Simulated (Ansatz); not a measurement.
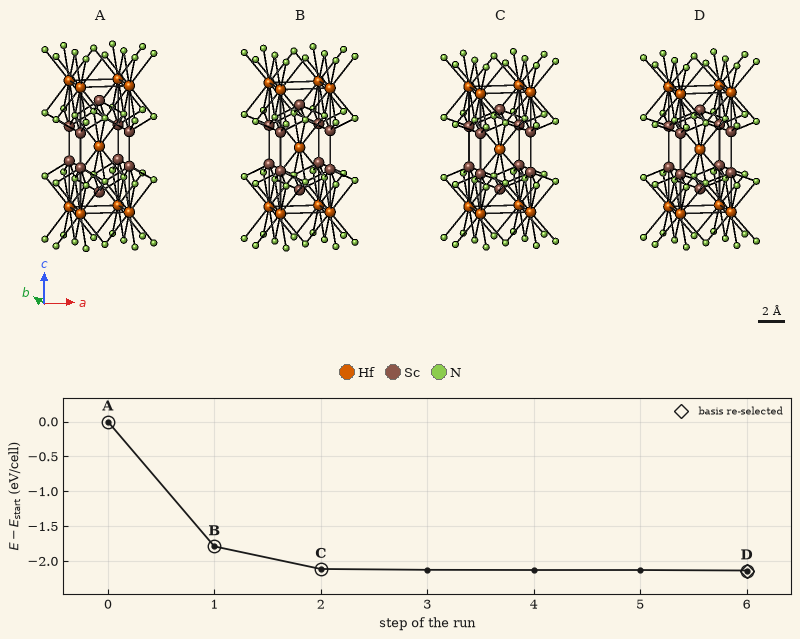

Frames of a relaxation of a crystal of HfSc2N2 (a generated structure, set up in I4/mmm) (coarse preliminary run), marked on the history of the run. The picture is a ball-and-stick view of the conventional cell (2 times the calculation's cell), seen slightly off an axis. Lengths and directions refer to the drawn axes.

The calculation used Ansatz, DFT PBE, scalar-relativistic, plane waves, PAW. Settings: plane-wave cutoff 420 eV; k-point mesh 6 × 6 × 6; occupations gaussian; smearing width 0.1 eV; no spin polarisation; cell and atoms relaxed; force threshold 0.04 eV/Å; at most 70 steps.

Describe the path.

The largest moves relative to the cell, 0.32 Å, are those of Sc atoms. Hf and N stay in place. The volume changes by +1.7 %, with a = b 3.872 → 4.012 Å (+3.6 %), c 9.860 → 9.344 Å (−5.2 %). Near-neighbour distances that change, for instance: Hf–Sc 3.580 → 3.073 Å, Sc–Sc 2.701 → 3.198 Å, Sc–Sc 3.531 → 3.197 Å, Hf–Sc 3.053 → 3.256 Å. Among the angles between lasting bonds that change: N–Sc–N 120.2° → 139.7°, Sc–N–Sc 120.2° → 139.7°, N–Sc–N 75.6° → 83.2°. The space group stays I4/mmm (No. 139). The energy falls by 2.134 eV per cell of the calculation in 5 accepted moves (6 points after the start). Largest force component: 5.9 eV/Å at the start, 0.0072 eV/Å at the end. The pressure goes from −2.09 to 0.09 GPa. The SCF was repeated once at an unchanged geometry on a basis and grid sized afresh for the cell, which shifted the energy by 6.9 meV per cell of the calculation at most. The run took 36 s on 1 thread of Arm Neoverse V2, with other jobs on the host, peak memory 0.4 GiB. From step 0 to 1: Sc atoms move most (0.19 Å), volume +1.4 %, energy −1.789 eV per cell of the calculation. From step 1 to 2: Sc atoms move most (0.11 Å), volume −1.5 %, energy −0.324 eV per cell of the calculation. From step 2 to 6: Sc atoms move most (0.03 Å), volume +1.8 %, energy −21.9 meV per cell of the calculation.
